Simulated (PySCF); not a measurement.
System: C4H11NSi (SMILES C1CNC[SiH2]C1).

The calculation's input:

```
{"job": {"kind": "nmr", "xc": "PBE0", "basis": "pcSseg-1", "pop": false}, "charge": 0, "multiplicity": 1}
C     -0.500199     1.413628     0.013748
C     -1.452497     0.215774    -0.135074
N     -1.037107    -0.926198     0.614576
C      0.118140    -1.671468     0.186925
Si     1.607831    -0.471570     0.141018
C      0.864937     1.115413    -0.601518
H     -0.949681     2.285852    -0.468933
H     -0.384189     1.639048     1.076214
H     -1.511265    -0.046265    -1.204665
H     -2.453565     0.505366     0.194391
H     -1.555986    -1.218222     1.415525
H     -0.068656    -2.122270    -0.801603
H      0.280047    -2.495863     0.879855
H      2.706140    -0.977170    -0.689717
H      2.064350    -0.216052     1.512749
H      1.527313     1.969678    -0.452350
H      0.744387     1.000320    -1.681142
```

Command:

```sh
OMP_NUM_THREADS=1 python ens_run.py task.json out
```

Geometry: GFN2-xTB.

Theory: PBE0/pcSseg-1, SCF density, gas phase, non-relativistic (PySCF).

What will maps of the electron density and electron localisation function show?

C–C (1.53 Å): the density is about 1.6 e/Å³ at the midpoint; the ELF peaks at about 0.95 between the atoms; a shared electron pair.
C–H (1.09 Å): ρ at the midpoint is about 2 e/Å³; the ELF climbs to about 1 towards the hydrogen, as it does in any bond to H (a covalent bond by its length).

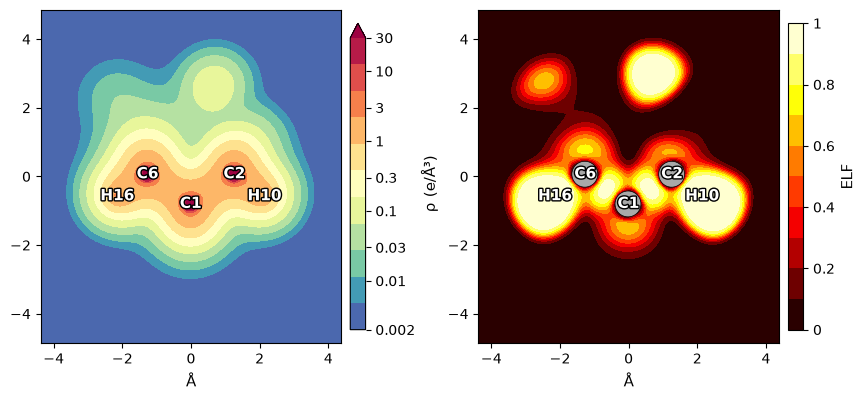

Computed electron density and electron localisation function on the plane of atoms C2, C1 and C6, in this order. Grey discs cover the atomic cores in the ELF map. 
